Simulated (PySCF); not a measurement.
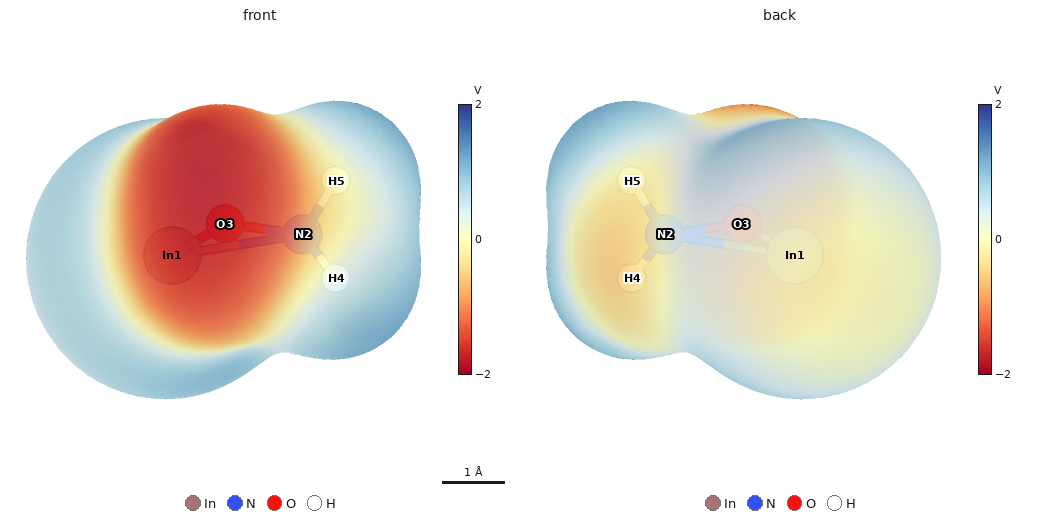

The picture shows: H2InNO (SMILES [NH2+]1[O+]=[In-2]1). The molecular electrostatic potential painted on the density surface at 0.001 e/bohr³, seen from the front and from behind; the colour scale runs from red (negative) to blue (positive).

Geometry: PBE0-D4/def2-SVP; core potentials replace the inner electrons of In.

Theory: Gaussian-basis quantum chemistry of an isolated molecule with PySCF, energy and nuclear gradient, functional PBE0 in PySCF.

```yaml
atoms:
  - { symbol: In, position_ang: [-1.0178, -1.2705, -1.5932] }
  - { symbol: N, position_ang: [0.5920, 0.5447, -1.1673] }
  - { symbol: O, position_ang: [0.6042, -0.6264, -0.3758] }
  - { symbol: H, position_ang: [1.5158, 0.6619, -1.5920] }
  - { symbol: H, position_ang: [0.4618, 1.3531, -0.5533] }
```

Q: Where is the surface potential most negative and most positive?

A: The most negative region (about −1.8 V) lies over O3, the most positive (about +1.1 V) over H4 and H5. O3 is the likeliest acceptor of a hydrogen bond.

Q: What dipole moment does the calculation give?

A: Its dipole moment is 1.51 D.
